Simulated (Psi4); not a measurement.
# OMP2/aug-cc-pVDZ (density fitting for correlation) run of CH4OSi (SMILES CO[SiH])

Aim: the vertical electron affinity of CH4OSi at OMP2/aug-cc-pVDZ (density fitting for correlation), from 2 runs. 

The calculation is run with Psi4 1.11.

1 further run of the same task is left out (set aside as unsound or not needed). Runs told in other sessions of the task aren't counted.

## Step 1: The structure to begin with

CH4OSi: 7 atoms, total charge 0, spin state singlet. SMILES: `CO[SiH]`. The coordinates come from a PBE0-D4/def2-TZVP relaxation. This is one conformer, not always the lowest.

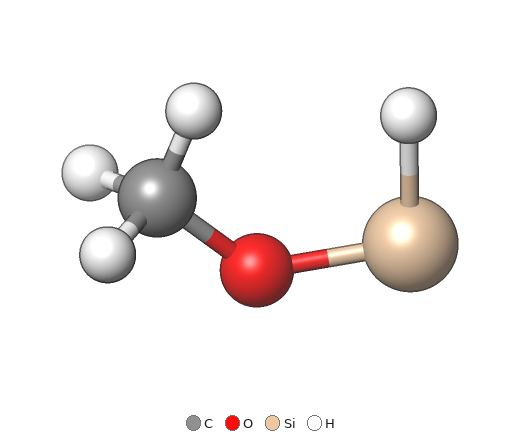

The structure, seen from a chosen angle (carbon grey, oxygen red, silicon light orange, hydrogen white).

## Step 2: A single-point energy at OMP2/aug-cc-pVDZ (density fitting for correlation)

Input file input.json:

```json
{
 "schema_name": "qcschema_input",
 "schema_version": 1,
 "molecule": {
  "schema_name": "qcschema_molecule",
  "schema_version": 2,
  "symbols": ["C", "O", "Si", "H", "H", "H", "H"],
  "geometry": [-0.96829567, 0.91746203, -0.63967229, -0.83752662, -0.84376271, 1.35606747, 1.50592275, -2.62161705, 2.32417416, -2.44984095, 0.34166248, -1.9568114, 0.83866045, 1.03462505, -1.64160508, -1.45376631, 2.77317309, 0.12358809, 3.4803086, -1.73023324, 0.34789858],
  "molecular_charge": 0,
  "molecular_multiplicity": 1,
  "fix_symmetry": "c1",
  "fix_com": true,
  "fix_orientation": true
 },
 "driver": "energy",
 "model": {
  "method": "omp2",
  "basis": "aug-cc-pVDZ"
 },
 "keywords": {
  "puream": true,
  "e_convergence": 1e-09,
  "d_convergence": 1e-08,
  "scf_type": "pk",
  "num_frozen_docc": 7
 }
}
```

Command:

```sh
psi4 --qcschema input.json -n 1 --memory 2200MB
```

stdout:

```text
[...]
  Running in c1 symmetry.
[...]
  Nuclear repulsion =  101.069904561138330
[...]
  Multiplicity = 1
[...]
  Nalpha       = 16
  Nbeta        = 16
[...]
    Number of basis functions: 109
[...]
   @RHF iter   1:  -403.88573310312438   -7.59803e-01   3.81976e-03 ADIIS/DIIS
[...]
   @RHF iter  10:  -403.97842955270147   -4.08136e-11   9.85213e-09 DIIS
[...]
    Orbital Energies [Eh]
    ---------------------
    Doubly Occupied:
       1A    -68.817235     2A    -20.578059     3A    -11.291499
       4A     -6.157557     5A     -4.260558     6A     -4.260457
       7A     -4.257852     8A     -1.369016     9A     -0.943325
      10A     -0.717008    11A     -0.636798    12A     -0.634956
      13A     -0.553235    14A     -0.476401    15A     -0.471364
      16A     -0.330998
[...]
  @RHF Final Energy:  -403.97842955270147
   => Energetics <=
    Nuclear Repulsion Energy =            101.0699045611383298
    One-Electron Energy =                -758.5840306266721882
    Two-Electron Energy =                 253.5356965128324305
    Total Energy =                       -403.9784295527014706
[...]
 Multipole Moments:
 ------------------------------------------------------------------------------------
     Multipole            Electronic (a.u.)      Nuclear  (a.u.)        Total (a.u.)
 ------------------------------------------------------------------------------------
 L = 1.  Multiply by 2.5417464519 to convert [e a0] to [Debye]
 Dipole X            :         -8.9364476            8.9882933            0.0518458
 Dipole Y            :         35.9640753          -35.5287408            0.4353345
 Dipole Z            :        -36.9551607           36.4220145           -0.5331463
 Magnitude           :                                                    0.6902529
[...]
	Warning: cc_lambda option is changed to TRUE
	For this residual convergence, default PCG convergence is:     1.00e-07
[...]
	DF-MP2 Total Energy (a.u.)         :  -404.41568641242839
[...]
	DF-MP2 Total Energy (a.u.)         :  -404.42276551177281
[...]
	DF-OMP2 Total Energy (a.u.)        :  -404.42276551180009
[...]
```

The result, in JSON:

```text
{
 "driver": "energy",
 "model": {
  "method": "omp2",
  "basis": "aug-cc-pVDZ"
 },
 "success": true,
 "return_result": -404.4227655118001,
 "properties": {
  "calcinfo_nbasis": 109,
  "calcinfo_nmo": 109,
  "calcinfo_nalpha": 16,
  "calcinfo_nbeta": 16,
  "calcinfo_natom": 7,
  "nuclear_repulsion_energy": 101.06990456113833,
  "return_energy": -404.4227655118001,
  "scf_one_electron_energy": -758.5840306266722,
  "scf_two_electron_energy": 253.53569651283243,
  "scf_dipole_moment": [0.051845756708530644, 0.43533452142558104, -0.5331462536887699],
  "scf_total_energy": -403.97842955270147,
  "scf_iterations": 10,
  "mp2_singles_energy": 0.0,
  "mp2_doubles_energy": -0.43725685972690714,
  "mp2_correlation_energy": -0.4372568597269151,
  "mp2_total_energy": -404.4156864124284
 }
}
```

Run time: 20 s. Hardware: 1 thread of Intel Xeon 6975P-C (Granite Rapids), shared host; peak memory 0.54 GiB.

## Step 3: The doublet anion

Input file job.inp:

```
memory 2200 mb

molecule {
  -1 2
  C     -0.96829567     0.91746203    -0.63967229
  O     -0.83752662    -0.84376271     1.35606747
  Si     1.50592275    -2.62161705     2.32417416
  H     -2.44984095     0.34166248    -1.95681140
  H      0.83866045     1.03462505    -1.64160508
  H     -1.45376631     2.77317309     0.12358809
  H      3.48030860    -1.73023324     0.34789858
  units au
  symmetry c1
}

set basis aug-cc-pVDZ
set reference uhf
set puream true
set e_convergence 1e-09
set d_convergence 1e-08
set scf_type pk
set num_frozen_docc 7
set maxiter 100

result, w = energy('omp2', return_wfn=True)
```

Command:

```sh
psi4 -n 1 job.inp job.out
```

job.out:

```text
[...]
  Running in c1 symmetry.
[...]
  Nuclear repulsion =  101.069904561138330
[...]
  Multiplicity = 2
[...]
  Nalpha       = 17
  Nbeta        = 16
[...]
    Number of basis functions: 109
[...]
   @UHF iter   1:  -403.82716335125372   -7.01233e-01   4.40672e-03 DIIS/ADIIS
[...]
   @UHF iter  17:  -403.96935492445965   -2.41585e-11   7.24161e-09 DIIS
[...]
   @S^2 Observed:                7.736261487E-01
[...]
    Orbital Energies [Eh]
    ---------------------
    Alpha Occupied:
       1A    -68.576315     2A    -20.373093     3A    -11.133404
       4A     -5.917903     5A     -4.026065     6A     -4.021905
       7A     -4.018792     8A     -1.177100     9A     -0.775554
      10A     -0.530543    11A     -0.472549    12A     -0.459474
      13A     -0.364178    14A     -0.304767    15A     -0.286201
      16A     -0.123648    17A     -0.013189
    Alpha Virtual:
      18A      0.132269    19A      0.153578    20A      0.161645
      21A      0.172191    22A      0.188931    23A      0.210005
      24A      0.225150    25A      0.242380    26A      0.252802
[...]
  @UHF Final Energy:  -403.96935492445965
   => Energetics <=
    Nuclear Repulsion Energy =            101.0699045611383298
    One-Electron Energy =                -765.0614362324965896
    Two-Electron Energy =                 260.0221767468986513
    Total Energy =                       -403.9693549244596511
  UHF NO Occupations:
  HONO-2 :   15  A 1.9995899
  HONO-1 :   16  A 1.9888166
  HONO-0 :   17  A 1.0000000
  LUNO+0 :   18  A 0.0111834
  LUNO+1 :   19  A 0.0004101
[...]
 Multipole Moments:
 ------------------------------------------------------------------------------------
     Multipole            Electronic (a.u.)      Nuclear  (a.u.)        Total (a.u.)
 ------------------------------------------------------------------------------------
 L = 1.  Multiply by 2.5417464519 to convert [e a0] to [Debye]
 Dipole X            :         -0.8955645           -0.3626770           -1.2582416
 Dipole Y            :         -1.9387667            3.6121422            1.6733754
 Dipole Z            :          2.6881222           -4.0483827           -1.3602606
 Magnitude           :                                                    2.4967311
[...]
	Warning: cc_lambda option is changed to TRUE
	For this residual convergence, default PCG convergence is:     1.00e-07
[...]
	DF-SCS-MP2 Total Energy (a.u.)     :  -404.41369355481373
	DF-SOS-MP2 Total Energy (a.u.)     :  -404.41188838840128
[...]
	DF-SCS-OMP2 Total Energy (a.u.)    :  -404.41954602304298
	DF-SOS-OMP2 Total Energy (a.u.)    :  -404.38163808215148
	DF-SCS(N)-OMP2 Total Energy (a.u.) :  -404.16056260736389
[...]
	DF-OMP2 Total Energy (a.u.)        :  -404.42515700442942
[...]
```

Run time: 61 s. Hardware: 1 thread of Intel Xeon 6975P-C (Granite Rapids), shared host; peak memory 0.54 GiB.

## Step 4: What came out

At OMP2/aug-cc-pVDZ (density fitting for correlation), 7 core orbitals frozen:

```
                                                                 quantity          value
                                             singlet CH4OSi: total energy  -404.42277 Eh
                      singlet CH4OSi: HOMO energy (Hartree–Fock orbitals)       -9.01 eV
                      singlet CH4OSi: LUMO energy (Hartree–Fock orbitals)        0.65 eV
                    singlet CH4OSi: HOMO–LUMO gap (Hartree–Fock orbitals)        9.66 eV
              singlet CH4OSi: correlation energy (7 core orbitals frozen)     -444.3 mEh
                                              doublet anion: total energy  -404.42516 Eh
doublet anion: HOMO energy (Hartree–Fock orbitals) (highest over α and β)       -0.36 eV
 doublet anion: LUMO energy (Hartree–Fock orbitals) (lowest over α and β)        3.60 eV
               doublet anion: correlation energy (7 core orbitals frozen)     -455.8 mEh
                         doublet anion: ⟨S²⟩ of the reference determinant          0.774
                        vertical electron affinity (to the doublet anion)       0.065 eV
```

**Reading.** At fixed nuclei the extra electron is bound by 0.07 eV (1.5 kcal/mol).
